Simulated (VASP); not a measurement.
Band structure of AgI (space group F-43m). These are modified Becke-Johnson potential (mBJ) with spin-orbit coupling, VASP's PBE PAW potentials (set 64) (plane waves; VASP) values and carry that method's errors.

mBJ is a potential without an energy functional, so only the levels count.

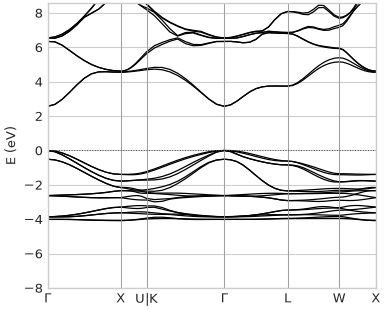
Figure. Bands along high-symmetry lines, zero at the valence-band maximum or, without a gap, the Fermi level

**Question.** Read the plot: is there a gap, and where are the band edges?

**Answer.** The gap is direct, 2.57 eV, from the valence maximum at Γ to the conduction minimum at Γ.

The structure comes from a computed database's AgI entry (F-43m); how it stands against other phases isn't given here. It was relaxed first. The cell's shape comes from a PBE relaxation.
